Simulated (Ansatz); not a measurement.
# AgGeF3 (model cell, started as cubic perovskite with Ge in the octahedra): following an unstable mode, part 3 of 4

Wanted: the energy along a soft mode of AgGeF3 (model cell, started as cubic perovskite with Ge in the octahedra) and the structure at the end.

Ansatz 0.2.0; DFT PBEsol, scalar-relativistic, plane waves, PAW; PAW set soft_1.

So far. Step 4 (The mode frozen in, largest atomic shift 0.22 Å): The run ends at a pressure of 1.15 GPa, with forces up to 0.40 eV/Å. Step 5 (Energy along the mode, all amplitudes (two of the runs …): The lowest of the steps tried is at 0.22 Å, 7.19 meV/atom below the parent; the bottom of the well need not coincide with a step.

The structure was built from a prototype and need not be the compound's stable phase.

### Step 6. Relaxing from the distorted cell (continued)

The steps of the relaxation (22 of 31):

```
step  energy less that of the first step (eV)  largest force component (eV/Å)  pressure (GPa)  volume (Å³)
   1                                   0.0000                          0.4012            1.15       155.05
   2                                  -0.0626                          0.1906           -0.02       157.56
   4                                  -0.5149                          0.8021           -4.22       159.11
   5                                  -0.9251                          0.4135           -2.82       152.05
   7                                  -1.3115                          0.2297            0.19       142.31
   8                                  -1.3331                          0.0468            0.08       143.50
  10                                  -1.3355                          0.0033            0.01       143.58
  11                                  -1.3354                          0.0012           -0.01       143.61
 12*                                  -1.5436                          0.0048            1.77       143.61
  14                                  -1.6862                          0.0583           -0.02       152.03
  15                                  -1.6906                          0.0233            0.28       151.80
  17                                  -1.6912                          0.0118           -0.01       152.56
  18                                  -1.6912                          0.0012            0.00       152.58
  20                                  -1.7574                          0.0142            0.22       155.53
  21                                  -1.7561                          0.0344            0.10       157.78
  22                                  -1.7551                          0.0114           -0.01       158.27
 24*                                  -1.7741                          0.0024            0.07       158.31
  25                                  -1.7737                          0.0069            0.10       159.18
  27                                  -1.7721                          0.0019            0.01       160.00
 28*                                  -1.7764                          0.0019            0.02       160.00
  30                                  -1.7756                          0.0002            0.00       160.45
 31*                                  -1.7766                          0.0002            0.00       160.45
```

Relaxation steps marked * repeat the geometry before them on a plane-wave basis chosen anew for their cell, so energy and pressure can jump there. Other such steps can lie between the rows shown.

Forces are held to the 4 operations that the run works with; a distortion that breaks them can't arise in this run.

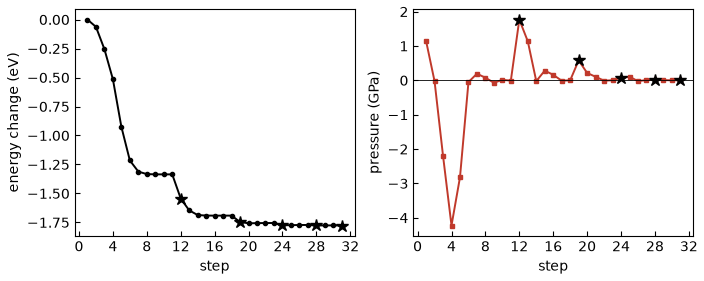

Energy and pressure along the relaxation. Stars mark steps on a basis chosen anew.

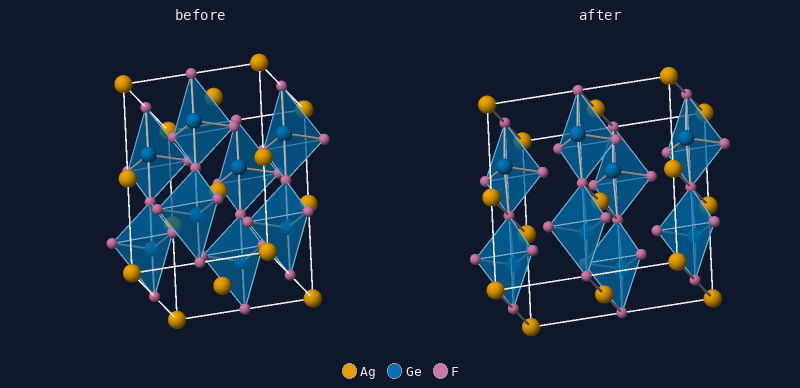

Before and after, at one scale.

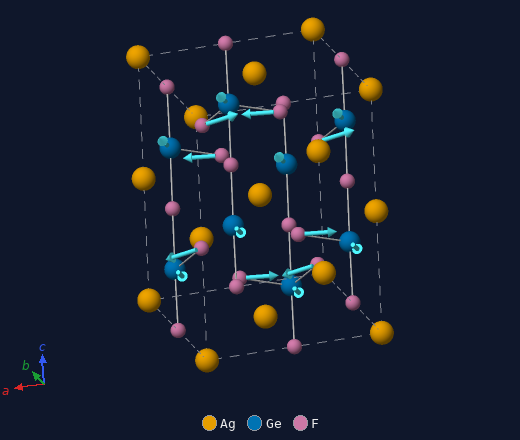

Displacements in the relaxation, exaggerated, measured against the changing cell; the longest in the cell stands for 0.64 Å. Some periodic images of atoms are drawn too.

```
     cell as run  before  after   change
           a (Å)   4.264  4.681   +9.8 %
           b (Å)   4.264  4.682   +9.8 %
           c (Å)   8.528  8.382   -1.7 %
           γ (°)   90.00  60.86  -32.4 %
volume (Å³/atom)   15.51  16.04   +3.5 %
```

The atoms that moved most (Å, as changes of fractional coordinates times the final cell):

```
atom      dx      dy     dz  length
  F9   0.577   0.266  0.000   0.636
 F10  -0.577  -0.266  0.000   0.636
  F7  -0.280  -0.445  0.000   0.526
  F8   0.280   0.445  0.000   0.526
 Ge4  -0.247   0.263  0.000   0.360
 Ge3   0.247  -0.263  0.000   0.360
```

This step gave:

```
pressure          : 0.002991 GPa
volume per atom   : 16.04 Å³
gap on the k-mesh : 1.849 eV
```

The distorted start has space group P2_1/m; the relaxation ends in Cmcm.

### Step 7. The new phase in its own primitive cell

The relaxed structure is symmetrised, reduced to its primitive cell and relaxed tightly, as its phonons need.

input.yaml

```yaml
crystal:
  lattice:
    - [4.0363532041, -2.3711011705, 0.0]
    - [4.0363532041, 2.3711011705, 0.0]
    - [0.0, 0.0, 8.3823612518]
  atoms:
    - { symbol: Ag, position: [0.0, 0.0, 0.0] }
    - { symbol: Ag, position: [0.0, 0.0, 0.5] }
    - { symbol: Ge, position: [0.5729655875, 0.4270344125, 0.25] }
    - { symbol: Ge, position: [0.4270344125, 0.5729655875, 0.75] }
    - { symbol: F, position: [0.5, 0.5, 0.0] }
    - { symbol: F, position: [0.5, 0.5, 0.5] }
    - { symbol: F, position: [0.4543860738, 0.860780911, 0.25] }
    - { symbol: F, position: [0.5456139262, 0.139219089, 0.75] }
    - { symbol: F, position: [0.139219089, 0.5456139262, 0.25] }
    - { symbol: F, position: [0.860780911, 0.4543860738, 0.75] }
kpoints:
  mp_grid: { grid: [6, 6, 4] }
hamiltonian:
  xc: pbesol
  pseudopotentials: { kind: paw, azcp: { folder: soft_1 }, xc_functional: pbe }
scf:
  occupations: { method: fixed }
output:
  forces: true
  stress: true
  eigenvalues: true
relax:
  adjacent_minimum: "off"
  f_tol: 0.001
  max_steps: 60
  cell: { stress_tol: 0.01 }
```

Command:

```sh
$ ansatz run input.yaml --threads 4 --pin off --max-ram 16384MiB --backend cpu --events-out ev --progress --plain --runs-dir out
```

Numbers of over 12 decimals in the logs are rounded to 6 here.

Log:

```text
[...]
Crystal: 10 atoms, lattice volume = 160.448 Å³
Basis set: ecut = 420 eV, 3111 PW (Γ), exchange–correlation on 64×64×120 points (8 copies of the dense FFT grid, shifted against one another)
Bands: 65, of which v1, the nominal top of the filled ones, is band 54 counted from 1 (53 counted from 0)
Symmetry: 8 space group operations
[...]
k-points: 39 of 144
[...]
- { symbol: Ag, position: [0, 0, 0.5] }
    - { symbol: Ge, position: [0.572965, 0.427035, 0.25] }
    - { symbol: Ge, position: [0.427035, 0.572965, 0.75] }
    - { symbol: F, position: [0.5, 0.5, 0] }
    - { symbol: F, position: [0.5, 0.5, 0.5] }
    - { symbol: F, position: [0.454454, 0.860741, 0.25] }
    - { symbol: F, position: [0.545546, 0.139259, 0.75] }
    - { symbol: F, position: [0.139259, 0.545546, 0.25] }
    - { symbol: F, position: [0.860741, 0.454454, 0.75] }
[key lines of the parts left out:]
SCF converged after 6 iterations
Free energy (F): -28353.094161 eV
Fermi energy:    5.629204 eV
P = ⅓ Tr σ = 0.0037 GPa (0.037 kbar)
```

Wall time 37 s (4 threads of Arm Neoverse V2, shared host); peak memory 0.68 GiB.

Little changed from the start: no atom moved by 0.005 Å and no cell edge by 0.1 %.

This step gave:

```yaml
pressure: 0.003650 GPa
gap_on_the_k_mesh: 1.850 eV
volume_per_atom: 16.05 Å³
direct_gap_on_mesh: 2.850 eV
```

The largest force component left is 0.35 meV/Å and the pressure is 0.004 GPa, within the tolerances set. The cell now holds 16.05 Å³/atom.

### Step 8. Modes of the new phase, k-mesh 6×6×4, occupations fixed

A relaxed structure may still be a saddle point, so its zone-centre modes are computed. The response to a homogeneous field gives the Born charges and the dielectric tensor.

input.yaml

```yaml
crystal:
  lattice:
    - [4.0385295179, -2.370779161, 0.0]
    - [4.0385295179, 2.370779161, 0.0]
    - [0.0, 0.0, 8.3824081966]
  atoms:
    - { symbol: Ag, position: [0.0, 0.0, 0.0] }
    - { symbol: Ag, position: [0.0, 0.0, 0.5] }
    - { symbol: Ge, position: [0.5729652065, 0.4270347935, 0.25] }
    - { symbol: Ge, position: [0.4270347935, 0.5729652065, 0.75] }
    - { symbol: F, position: [0.5, 0.5, 0.0] }
    - { symbol: F, position: [0.5, 0.5, 0.5] }
    - { symbol: F, position: [0.4544543017, 0.8607410501, 0.25] }
    - { symbol: F, position: [0.5455456983, 0.1392589499, 0.75] }
    - { symbol: F, position: [0.1392589499, 0.5455456983, 0.25] }
    - { symbol: F, position: [0.8607410501, 0.4544543017, 0.75] }
kpoints:
  mp_grid: { grid: [6, 6, 4] }
hamiltonian:
  xc: pbesol
  pseudopotentials: { kind: paw, azcp: { folder: soft_1 }, xc_functional: pbe }
scf:
  occupations: { method: fixed }
output:
  eigenvalues: true
phonons:
  method: dfpt
  dielectric: true
  rigid_motions: translations
```

Log:

```text
[...]
Crystal: 10 atoms, lattice volume = 160.514 Å³
Basis set: ecut = 420 eV, 3111 PW (Γ), exchange–correlation on 64×64×120 points (8 copies of the dense FFT grid, shifted against one another)
Bands: 65, of which v1, the nominal top of the filled ones, is band 54 counted from 1 (53 counted from 0)
Symmetry: 8 space group operations
k-points: 76 of 144 (irreducible under 1 space group operation, time reversal used)
[...]
SCF iter   1: F=—  HF=-28370.445469 eV  |F-HF|=—  |Δ(HF+E_count)|=         —  Δρ=2.01e-1  dr2=6.29e1  ethr=3.10e-3  ⟨swp⟩=5.0  Hψ=15256  notcnv=0  defer=682
[...]
SCF iter  15: F=-28353.094161 eV  HF=-28353.094161 eV  |F-HF|=0.00e0  |Δ(HF+E_count)|=  2.69e-10  Δρ=7.82e-8  dr2=8.93e-12  ethr=1.00e-12  ⟨swp⟩=13.7  Hψ=27783  notcnv=0
SCF 1 converged in 15 iterations: F = -28353.094161 eV  dr2 = 8.93e-12
[...]
NSCF: frozen V_eff on 2 k-points
DFPT response loops at Γ: preconditioner auto → none (the input reference at scf.mixing.eps_inf says where Resta's filter doesn't serve); β = 0.50; Broyden in place of MSR1
── the response to a field inside a basis, on 6×6×4 k-points: an SCF that follows is theirs, and a resumed run solves both again ──
Bands: 55, of which v1, the nominal top of the filled ones, is band 54 counted from 1 (53 counted from 0)
k-points: 24 of 144
[...]
Eigensolver: Dense (24 Hₖ)
SCF iter   1: F=—  HF=-28352.928421 eV  |F-HF|=—  |Δ(HF+E_count)|=         —  Δρ=5.56e-4  dr2=1.59e-4  ethr=1.00e-1
[...]
SCF iter   6: F=-28352.928478 eV  HF=-28352.928478 eV  |F-HF|=1.23e-8  |Δ(HF+E_count)|=   1.03e-7  Δρ=4.41e-6  dr2=3.23e-8  ethr=1.57e-10
SCF 1 converged in 6 iterations: F = -28352.928478 eV  dr2 = 3.23e-8
[...]
SCF converged after 15 iterations
Free energy (F): -28353.094161 eV
[...]
Internal energy: -28353.094161 eV  (E = F + TS)
E sigma→0 (E₀):  -28353.094161 eV
Fermi energy:    5.629204 eV
[...]
--- Band table (eV; the first three rows and the last of 76) ---
  k-point 0: bands = [... 50 lower, 3.4958, 3.5419, 3.7675, 4.1386, 7.4787, 8.5279, 11.2545, 11.5247, ... 7 higher]
  k-point 1: bands = [... 50 lower, 3.5037, 3.5368, 3.8509, 4.1268, 7.7037, 8.4518, 11.2891, 11.4081, ... 7 higher]
  k-point 2: bands = [... 50 lower, 3.5217, 3.5217, 4.0193, 4.0193, 8.1535, 8.1535, 11.1818, 11.1818, ... 7 higher]
  k-point 75: bands = [... 50 lower, 3.4867, 3.4867, 4.6382, 4.6382, 8.7101, 8.7101, 9.3942, 9.3942, ... 7 higher]
--- Phonons (Γ-DFPT): 12 representative perturbations + reference, on 76 of 144 k-points (Σ response iterations 48) ---
  k mesh reduced under 1 symmetry operation, with k and −k counted as one. Each operation leaves every solved perturbation unchanged. A smaller set is not considered because the run solves the response to a homogeneous field
  ASR residual: 5.744e-5 → 0.000e0 eV/Å²; symmetrization residual: 1.545e-5 eV/Å²
  ASR residual per site (eV/Å²): 5.74e-5 5.74e-5 3.39e-5 3.39e-5 3.62e-5 3.62e-5 4.33e-5 4.33e-5 4.33e-5 4.33e-5
  Γ frequencies (cm⁻¹): -133.37 -99.80 -75.96 -37.26 -17.25 0.00 0.00 0.00 31.57 45.60 68.28 76.30 84.47 127.34 139.64 143.08 151.16 155.72 178.06 219.84 238.66 249.58 262.31 284.83 309.66 350.82 469.61 469.95 514.65 515.67
  ε∞ (high-frequency dielectric tensor):
        2.738936    -0.000000     0.000000
       -0.000000     3.783795    -0.000000
        0.000000    -0.000000     4.738954
  softest optical mode at Γ: -133.37 cm⁻¹; the repairs (sum rule, projections) moved no ω² at Γ by more than (2.76 cm⁻¹)²
  Born effective charges Z* (e; rows j = field, columns β = displacement):
    site 0:
         0.80058    0.00000    0.00000
        -0.00000    1.54914   -0.14928
         0.00000   -0.16727    1.57652
    site 1:
         0.80058    0.00000   -0.00000
        -0.00000    1.54914    0.14928
        -0.00000    0.16727    1.57652
    site 2:
         2.24649   -0.00000    0.00000
        -0.00000    2.70243   -0.00000
         0.00000   -0.00000    3.32608
    site 3:
         2.24649   -0.00000    0.00000
        -0.00000    2.70243   -0.00000
         0.00000   -0.00000    3.32608
    site 4:
        -0.35791   -0.00000   -0.00000
        -0.00000   -1.15436    0.42819
        -0.00000    1.08347   -3.46029
    site 5:
        -0.35791   -0.00000    0.00000
        -0.00000   -1.15436   -0.42819
         0.00000   -1.08347   -3.46029
    site 6:
        -1.34458   -0.57525    0.00000
        -0.53734   -1.54860   -0.00000
         0.00000   -0.00000   -0.72116
    site 7:
        -1.34458   -0.57525    0.00000
        -0.53734   -1.54860   -0.00000
         0.00000   -0.00000   -0.72116
    site 8:
        -1.34458    0.57525   -0.00000
         0.53734   -1.54860   -0.00000
        -0.00000   -0.00000   -0.72116
    site 9:
        -1.34458    0.57525   -0.00000
         0.53734   -1.54860   -0.00000
        -0.00000   -0.00000   -0.72116
  Z* charge neutrality: 7.033e-3 e pre-enforcement
  solved inside a basis spanned on kpoints, on 6×6×4 k-points, its susceptibility summed on 12×12×6: ε∞ is read to err by 1.3e-2, Z* by 3.7e-2 e (field_mesh: kpoints solves on kpoints); Z* is corrected for what the basis lacks
  optical modes at Γ without the LO–TO term, one row a degenerate level:
      ω (cm⁻¹)  modes    IR ((D/Å)²/amu)
       -133.37      1            22.8870
        -99.80      1             0.0000
        -75.96      1             6.8663
        -37.26      1             0.5943
        -17.25      1             0.0000
         31.57      1             0.0010
         45.60      1             0.0000
[...]
optical modes at Γ + LO–TO along q̂ = [1.0000, 0.0000, 0.0000]:
      ω (cm⁻¹)  modes    IR ((D/Å)²/amu)
[...]
optical modes at Γ + LO–TO along q̂ = [0.0000, 1.0000, 0.0000]:
      ω (cm⁻¹)  modes    IR ((D/Å)²/amu)
[...]
optical modes at Γ + LO–TO along q̂ = [0.0000, 0.0000, 1.0000]:
      ω (cm⁻¹)  modes    IR ((D/Å)²/amu)
[...]
219.84      1             0.0000
        238.66      1             0.0006
        249.58      1             0.0000
        262.31      1             0.0000
        284.83      1             7.2204
        309.24      1             0.4309
        340.73      1            41.0211
        350.82      1             0.4149
        469.61      1             0.0000
        469.95      1            11.8568
        514.65      1             0.0000
        515.67      1            13.9149
```

The job ended after 7.7 min (4 threads; peak memory 3.4 GiB; 30 min of CPU time).

This step gave:

```yaml
sum_rule_residual_before_enforcement: 5.74e-5 eV/Å²
miss_of_the_charge_sum_rule: 0.007033 e
estimated_error_of_the_dielectric_tensor: 0.01345
estimated_error_of_the_born_charges: 0.03724 e
point_group: mmm
highest_optical_mode_at_the_zone_centre_no_lo_to_term: 515.7 cm⁻¹
lowest_optical_zone_centre_mode: -133.4 cm⁻¹
mean_high_frequency_dielectric_constant: 3.754
largest_born_charge_third_of_the_trace: 2.758 e
top_of_the_zone_centre_spectrum_with_the_field: 567.1 cm⁻¹
```

Patterns of degenerate modes are one choice out of their space. The modes at Γ (shares of kinetic energy by element, %) (negative means imaginary):

```
mode  frequency (cm⁻¹)  symmetry  Ag %  Ge %  F %
   1            -133.4       B1u    35     0   64
   2             -99.8        Au     2     0   98
   3             -76.0       B1u    35     4   62
   4             -37.3       B3u    53    22   25
   5             -17.2        Au    98     0    2
   6               0.0  acoustic    45    31   24
   7               0.0  acoustic    45    31   24
   8               0.0  acoustic    45    31   24
   9              31.6       B2u    96     1    3
  10              45.6       B1g     0    54   46
  11              68.3       B1u    31    62    6
  12              76.3        Ag     0    50   50
  13              84.5       B2u    41    21   39
  14             127.3       B3u     1     1   98
  15             139.6       B3g     0    43   57
  16             143.1       B1g     0    29   71
  17             151.2       B2g     0     0  100
  18             155.7       B3u     0    29   71
  19             178.1       B1u    50     0   49
  20             219.8        Au     0     0  100
  21             238.7       B2u    14    14   72
  22             249.6       B3g     0    57   43
  23             262.3        Ag     0    31   69
  24             284.8       B2u     3    15   82
  25             309.7       B1u     3     3   94
  26             350.8       B2u     1     0   99
  27             469.6       B1g     0    18   82
  28             469.9       B3u     0    18   82
  29             514.6        Ag     0    19   81
  30             515.7       B2u     0    18   82
```

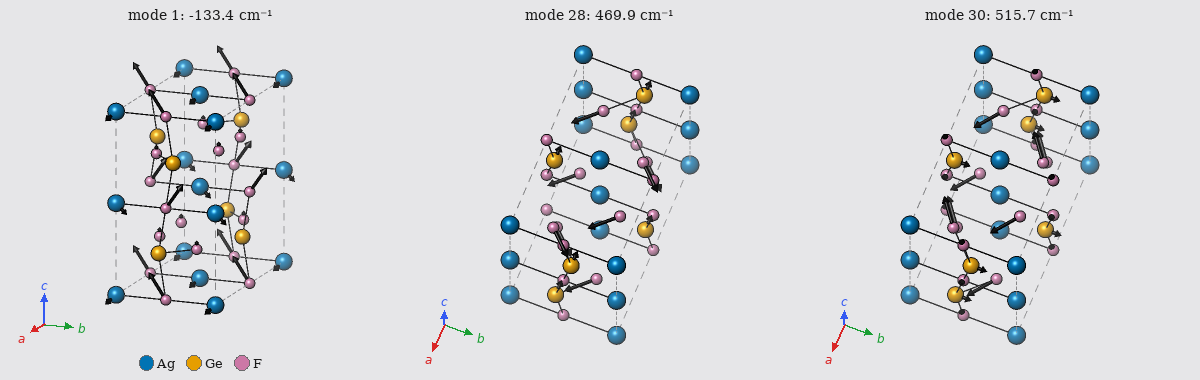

Displacement patterns of modes 1, 28 and 30 at Γ; arrows are exaggerated. Bonds to atoms that aren't drawn are left out. Some periodic images of atoms are drawn too.

(Part 3 of 4 ends here.)

[Logs are printed without paths, hosts, clocks, repeated set-up lines and the standing remarks that a program may print on its own settings, such as how far it seeks lower states.]

[Hosts, paths, dates, database ids (printed as entryN), source tags and the programs' standing remarks are cut or masked in the printed files.]
